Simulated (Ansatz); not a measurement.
# One shape, several levels: BSiH4 (SMILES B[SiH2])

We compute a comparison of 6 runs (UHF/STO-3G, U-wB97M-V/STO-3G, UB2PLYP/STO-3G, UCAM-B3LYP/STO-3G, UPBE/STO-3G, UMP2/STO-3G) of BSiH4. 

The calculation is run with Ansatz 0.2.0.

43 further runs of the same task are left out: 43 set aside as unsound or not needed.

## (1) Starting point

BSiH4 has 6 atoms, charge 0, and is taken as a doublet. SMILES: `B[SiH2]`. The H3–B1 distance was set to 1.472 Å, away from the relaxed value.

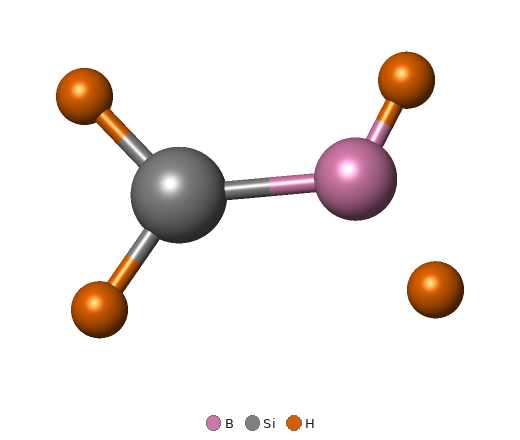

Viewed from a chosen angle; boron pink, silicon grey, hydrogen orange.

## (2) The energy at UHF/STO-3G (run 1)

File molecule.yaml:

```yaml
basis:
  gaussian:
    orbitals: STO-3G
crystal:
  periodic: [false, false, false]
  atoms:
    - symbol: B
      position_ang: [0.178101, -0.905431, -0.075707]
    - symbol: Si
      position_ang: [0.186221, 0.961339, -0.282337]
    - symbol: H
      position_ang: [-0.730970, -1.564260, 0.876300]
    - symbol: H
      position_ang: [0.899241, -1.593361, -0.702897]
    - symbol: H
      position_ang: [1.009911, 1.790709, -1.178437]
    - symbol: H
      position_ang: [-0.633539, 1.969749, 0.411183]
magnetization:
  spin_polarized: true
  initial_magnetization: 1
hamiltonian:
  xc: hf
accuracy: high
```

The run is started by

```
ansatz run molecule.yaml --threads 1 --pin off --max-ram 2610MiB --events-out events.jsonl --progress --plain --runs-dir runs
```

The program printed:

```text
Warning: RAYON_NUM_THREADS=1 ignored (pool sized by the plan → 1); use --threads N
Functional definition: HF
  name "HF"
  exchange = exact_x
  correlation = 0
309 factors; integrals over basis functions are off by at most 2.6e-8 eV
mean field evaluation 1: about -8493.6037 eV, gradient 8.8e0 eV
mean field evaluation 2: about -8493.6051 eV, gradient 8.7e0 eV
mean field evaluation 4: about -8494.5305 eV, gradient 9.6e-1 eV
mean field evaluation 8: about -8494.5743 eV, gradient 1.1e-2 eV
mean field -8494.57429057 eV, -312.1698473491 hartree, gradient 2.7e-8 eV, S^2 0.760003; 0 other end points of the search recorded, 0 dependent functions left out
reference -8494.57429057 eV, -312.1698473491 hartree; 12, 11 occupied and 6, 7 virtual orbitals, 309 factors
Total energy: -8494.57429057 eV, -312.1698473491 hartree
```

Wall time 0.2 s (1 thread of Intel Xeon Platinum 8259CL at 2.50GHz (Skylake/Cascade Lake), shared host).

## (3) The energy at U-wB97M-V/STO-3G (run 2)

File input.yaml:

```yaml
crystal:
  periodic: [false, false, false]
  atoms:
    - symbol: B
      position_ang: [0.178101, -0.905431, -0.075707]
    - symbol: Si
      position_ang: [0.186221, 0.961339, -0.282337]
    - symbol: H
      position_ang: [-0.730970, -1.564260, 0.876300]
    - symbol: H
      position_ang: [0.899241, -1.593361, -0.702897]
    - symbol: H
      position_ang: [1.009911, 1.790709, -1.178437]
    - symbol: H
      position_ang: [-0.633539, 1.969749, 0.411183]
basis:
  gaussian:
    orbitals: STO-3G
accuracy: high
total_charge: 0
hamiltonian:
  xc: {name: wB97M-V}
magnetization:
  spin_polarized: true
  initial_magnetization: 1
```

The run is started by

```
ansatz run input.yaml --threads 1 --pin off --max-ram 2610MiB --events-out events.jsonl --progress --plain --runs-dir runs
```

The program printed, shortened:

```text
Warning: RAYON_NUM_THREADS=1 ignored (pool sized by the plan → 1); use --threads N
Functional definition: wB97M-V
  name "wB97M-V"
[...]
  gx(w, u) = 1 - cx + cx01*u + cx10*w
  gss(w, u) = css00 + css04*u^4 + css10*w + css20*w^2 + css43*w^4*u^3
  gos(w, u) = cos00 + cos10*w + (cos20 + cos21*u)*w^2 + (cos60 + cos61*u)*w^6
[...]
      + integral(e_c_pw_mod_opposite_spin*gos(b97_w_opposite, b97_u_opposite)) + vv10(b, c)
309 factors; integrals over basis functions are off by at most 2.6e-8 eV
150 factors; integrals over basis functions are off by at most 8.7e-10 eV
[...]
mean field -8515.67084015 eV, -312.9451312463 hartree, gradient 1.6e-8 eV, S^2 0.751524; 0 other end points of the search recorded, 0 dependent functions left out
reference -8515.67084286 eV, -312.9451313459 hartree; 12, 11 occupied and 6, 7 virtual orbitals, 309 factors
Total energy: -8515.67084286 eV, -312.9451313459 hartree
```

It took 32 s on 1 thread of Intel Xeon Platinum 8259CL at 2.50GHz (Skylake/Cascade Lake), shared host; peak memory 0.52 GiB.

Runs 3 to 4 aren't shown in full; the table further down has their settings and results.

## (4) A single-point energy at UPBE/STO-3G (run 5)

File job.yaml:

```yaml
crystal:
  periodic: [false, false, false]
  atoms:
    - {symbol: B, position_ang: [0.178101, -0.905431, -0.075707]}
    - {symbol: Si, position_ang: [0.186221, 0.961339, -0.282337]}
    - {symbol: H, position_ang: [-0.730970, -1.564260, 0.876300]}
    - {symbol: H, position_ang: [0.899241, -1.593361, -0.702897]}
    - {symbol: H, position_ang: [1.009911, 1.790709, -1.178437]}
    - {symbol: H, position_ang: [-0.633539, 1.969749, 0.411183]}
basis:
  gaussian:
    orbitals: STO-3G
magnetization:
  spin_polarized: true
  initial_magnetization: 1
hamiltonian:
  xc: pbe
accuracy: high
```

The run is started by

```
ansatz run job.yaml --threads 1 --pin off --max-ram 2610MiB --events-out events.jsonl --progress --plain --runs-dir runs
```

The program printed:

```text
Warning: RAYON_NUM_THREADS=1 ignored (pool sized by the plan → 1); use --threads N
Functional definition: PBE
  name "PBE"
  parameter kappa = 0.804
  parameter beta = 0.06672455060314922
  exchange = pbe_x(kappa = kappa, mu = beta*pi^2/3)
  correlation = pbe_c(beta = beta)
309 factors; integrals over basis functions are off by at most 2.6e-8 eV
mean field evaluation 1: about -8508.3580 eV, gradient 1.4e1 eV
mean field evaluation 2: about -8507.7078 eV, gradient 1.6e1 eV
mean field evaluation 4: about -8509.9963 eV, gradient 7.5e-1 eV
mean field evaluation 8: about -8509.9118 eV, gradient 7.2e-3 eV
mean field evaluation 16: about -8509.9118 eV, gradient 6.8e-7 eV
mean field -8509.91181636 eV, -312.7334910257 hartree, gradient 8.1e-8 eV, S^2 0.752152; 0 other end points of the search recorded, 0 dependent functions left out
reference -8509.91181831 eV, -312.7334910975 hartree; 12, 11 occupied and 6, 7 virtual orbitals, 309 factors
Total energy: -8509.91181831 eV, -312.7334910975 hartree
```

It took 2.7 s on 1 thread of Intel Xeon Platinum 8259CL at 2.50GHz (Skylake/Cascade Lake), shared host; peak memory 0.15 GiB.

## (5) A single-point energy at UMP2/STO-3G (run 6)

File in.yaml:

```yaml
crystal:
  periodic: [false, false, false]
  atoms:
    - symbol: B
      position_ang: [0.178101, -0.905431, -0.075707]
    - symbol: Si
      position_ang: [0.186221, 0.961339, -0.282337]
    - symbol: H
      position_ang: [-0.730970, -1.564260, 0.876300]
    - symbol: H
      position_ang: [0.899241, -1.593361, -0.702897]
    - symbol: H
      position_ang: [1.009911, 1.790709, -1.178437]
    - symbol: H
      position_ang: [-0.633539, 1.969749, 0.411183]
basis:
  gaussian: {orbitals: STO-3G}
magnetization: {spin_polarized: true, initial_magnetization: 1}
correlation: {method: mp2, frozen_orbitals: {B: 1, H: 0, Si: 5}}
accuracy: high
```

The run is started by

```
ansatz run in.yaml --threads 1 --pin off --max-ram 2610MiB --events-out events.jsonl --progress --plain --runs-dir runs
```

The program printed:

```text
Warning: RAYON_NUM_THREADS=1 ignored (pool sized by the plan → 1); use --threads N
[... 4 set-up lines as earlier in the session ...]
309 factors; integrals over basis functions are off by at most 2.6e-8 eV
mean field evaluation 1: about -8493.6037 eV, gradient 8.8e0 eV
mean field evaluation 2: about -8493.6051 eV, gradient 8.7e0 eV
mean field evaluation 4: about -8494.5305 eV, gradient 9.6e-1 eV
mean field evaluation 8: about -8494.5743 eV, gradient 1.1e-2 eV
mean field -8494.57429057 eV, -312.1698473491 hartree, gradient 2.7e-8 eV, S^2 0.760003; 0 other end points of the search recorded, 0 dependent functions left out
6 core orbitals not correlated: weight in the atoms' cores, before any rotation towards them, 0.999 or more for the frozen orbitals, at most 0.000 for the correlated occupied ones
reference -8494.57429057 eV, -312.1698473491 hartree; 6, 5 occupied and 6, 7 virtual orbitals, 309 factors
second order -2.08555115 eV of doubles, -0.00000000 eV of singles
Total energy: -8496.65984172 eV, -312.2464899404 hartree
```

Run time: 0.2 s. Hardware: 1 thread of Intel Xeon Platinum 8259CL at 2.50GHz (Skylake/Cascade Lake), shared host.

## (6) All runs side by side

| run | level | frozen core orbitals | energy (Eh) | ⟨S²⟩ | wall time |
| --- | --- | --- | --- | --- | --- |
| 1 | UHF/STO-3G | – | -312.169847 | 0.760 | 0.2 s |
| 2 | U-wB97M-V/STO-3G | – | -312.945131 | 0.752 | 32 s |
| 3 | UB2PLYP/STO-3G | 6 | -312.740790 | 0.754 | 3.6 s |
| 4 | UCAM-B3LYP/STO-3G | – | -312.897722 | 0.752 | 3.3 s |
| 5 | UPBE/STO-3G | – | -312.733491 | 0.752 | 2.7 s |
| 6 | UMP2/STO-3G | 6 | -312.246490 | 0.760 | 0.2 s |

## (7) Summary of results

| quantity | value |
| --- | --- |
| run 6: total energy | -312.24649 Eh |
| run 6: correlation energy (6 core orbitals frozen) | -76.6 mEh |
| run 6: ⟨S²⟩ of the reference determinant | 0.760 |

**Reading.** Totals of different functionals can't be ranked against each other. In runs 1, 2, 3, 4, 5, 6 the basis is minimal, so the values are rough. All runs together took 42 s, the longest 32 s.
